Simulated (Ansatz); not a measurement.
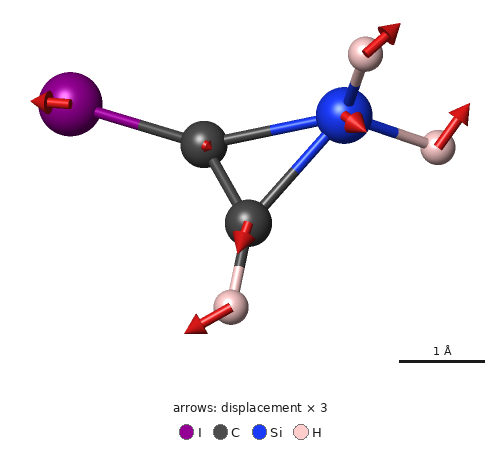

This is a relaxation of C₂H₃ISi (coarse preliminary run). The starting structure is drawn; red arrows show the displacements, magnified 3 times. The two geometries are superimposed by the best rigid fit.

A ball-and-stick model, seen at a tilt.

The start comes from a force field.

The calculation used RKS PBE-D4/def2-SVP (Ansatz). Settings: force threshold 0.03 eV/Å; at most 200 steps.

**Describe the change and its energy.**

An H atom moves most after the best rigid fit: 0.22 Å. By element the largest moves are H 0.22 Å, I 0.18 Å, Si 0.14 Å, C 0.14 Å. Among the contacts that change: C–I 1.889 → 2.098 Å, C–Si 1.728 → 1.855 Å, C–C 1.274 → 1.341 Å, C–Si 1.770 → 1.836 Å. Among the angles between lasting bonds that change: C–Si–H 111.8° → 121.1°, H–Si–H 120.2° → 112.5°, I–C–C 142.3° → 136.4°. Over 4 accepted moves (5 points after the start) the energy falls by 0.980 eV. Largest force component: 5.7 eV/Å at the start, 0.026 eV/Å at the end. The line search rejected the trial step at point 2 of the run. The run took of the order of 20 core-seconds on a shared host.
